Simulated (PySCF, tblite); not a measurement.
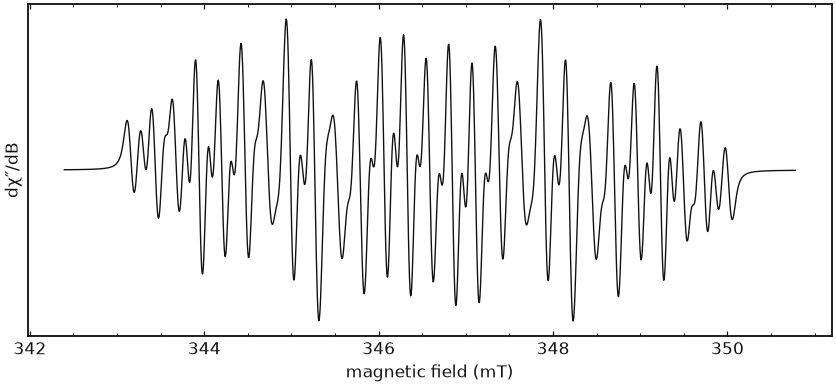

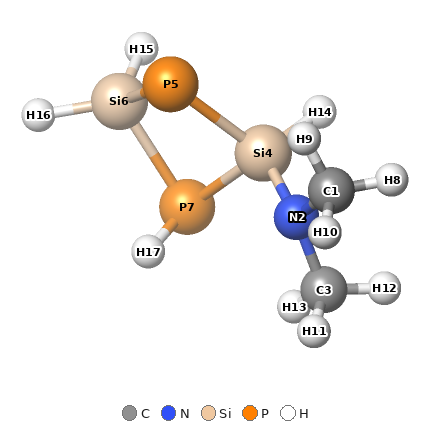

First-order isotropic EPR spectrum (fast tumbling, first derivative) of C₂H₁₀NP₂Si₂, SMILES CN(C)[Si@@H]1[P][SiH2]P1, doublet at 9.75 GHz, Lorentzian lines of 0.09 mT full width at half height, from computed g and hyperfine couplings (B3LYP/pcH-1 with PySCF 2.14.0, at a GFN2-xTB geometry (a minimum by its frequencies), gas phase); values of one conformer, averaged over methyl-type rotors alone; other conformers aren't averaged in; no vibrational averaging; dilute isotopes left out. The SMILES is one Lewis form and needn't show where the spin sits.

Q: Which couplings does the calculation give? The spectrum shows the sizes of those above the line width, not their signs.

A:
| nuclei | isotope | a (mT) | a (MHz) |
| --- | --- | --- | --- |
| P5 | ³¹P | 2.92 | 82.0 |
| H15 | ¹H | 1.34 | 37.7 |
| P7 | ³¹P | −1.03 | −29.1 |
| H16 | ¹H | 0.51 | 14.2 |
| H14 | ¹H | 0.49 | 13.9 |
| H17 | ¹H | 0.26 | 7.4 |
| N2 | ¹⁴N | 0.15 | 4.2 |
| H11, H12, H13 | ¹H | 0.04 | 1.0 |
| H8, H9, H10 | ¹H | 0.02 | 0.5 |

Q: What is the g value, and how wide is the spectrum?

A: g_iso = 2.0099, which centres the spectrum at 346.6 mT; it spans 7.0 mT.

Caveats: the tight-binding geometry is rougher than a DFT one and adds to the error.
